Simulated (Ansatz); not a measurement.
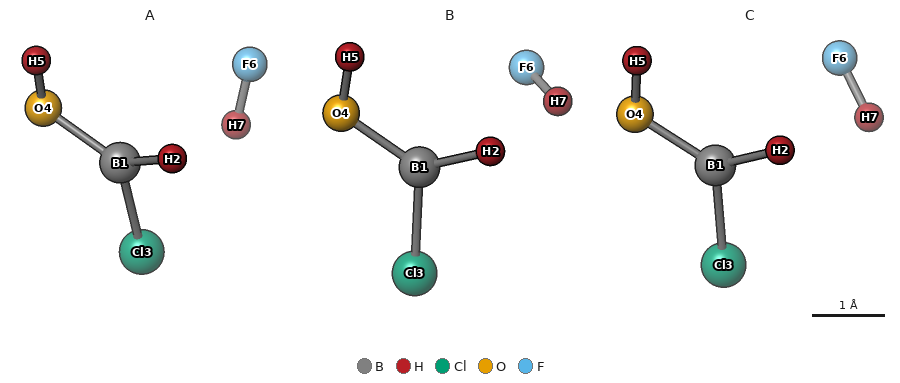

3 geometries from one relaxation of BH$_{3}$OClF, in shuffled order. The picture is a ball-and-stick view, seen at a tilt.

The run prepares an end point of a later path (reaction) calculation, from a guessed geometry.

The calculation used RKS PBE0/def2-SVP (Ansatz). Settings: no spin polarisation; force threshold 0.03 eV/Å; at most 50 steps.

**Put them in the order of the run, from the start to the converged end.**

B, C, A. They are steps 0, 11, 23, at +14.5 kJ/mol, +8.61 kJ/mol relative to the last. The atom that moves furthest after the best rigid fit is H7 (0.94 Å). Largest moves by element: H 0.94 Å, Cl 0.50 Å, F 0.37 Å, B 0.21 Å, O 0.10 Å. Among the contacts that change: B1–Cl3 1.757 → 1.781 Å, B1–O4 1.339 → 1.334 Å, F6–H7 0.924 → 0.928 Å. Among the angles between lasting bonds that change: Cl3–B1–O4 118.8° → 116.8°. Over 18 accepted moves (23 points after the start) the energy falls by 14.5 kJ/mol. The largest force component goes from 0.34 to 0.017 eV/Å. The line search rejected the trial steps at points 2, 4, 9, 13, 22 of the run. Cost: 29 s on 2 threads of Arm Neoverse V2, on a shared host, peak memory 0.16 GiB.
